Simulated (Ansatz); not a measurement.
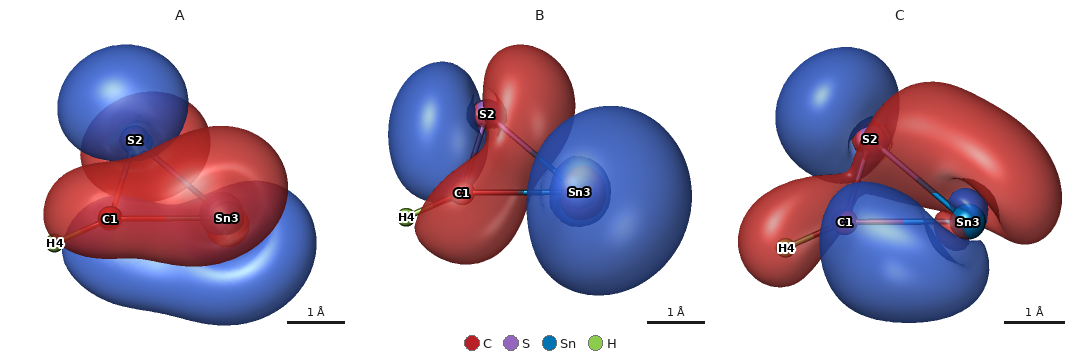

*CHSSn (SMILES [CH]1=[Sn]=[S+]1) (charge +1). Three frontier orbitals at ±0.08 Å⁻³ᐟ² (red and blue are the two phases), in no order.*

Geometry: PBE0-D4/def2-TZVP; core potentials replace the inner electrons of Sn.

The calculation used isolated molecule in a Gaussian basis; Kohn-Sham density functional theory, functional PBE0 in Ansatz.

Question: Which picture is the HOMO−1, the HOMO and the LUMO?

Answer: B is the HOMO−1 (−14.14 eV). By Hirshfeld shares it lies mainly on Sn3 (about 55 %), S2 (about 30 %) and C1 (about 15 %); it is symmetric in the molecular plane (an in-plane orbital: σ, lone-pair or in-plane π type). C is the HOMO (−12.68 eV). By Hirshfeld shares it lies mainly on S2 (about 40 %), Sn3 (about 30 %) and C1 (about 25 %); it is symmetric in the molecular plane (an in-plane orbital: σ, lone-pair or in-plane π type). A is the LUMO (−8.63 eV). It lies mainly on Sn3 (about 40 %), S2 (about 35 %) and C1 (about 20 %); it changes sign across the molecular plane (π type); π-bonding across C1–Sn3; π-antibonding (a node) across C1–S2 and S2–Sn3.

Question: What is the HOMO–LUMO gap?

Answer: 4.05 eV between the orbital energies.
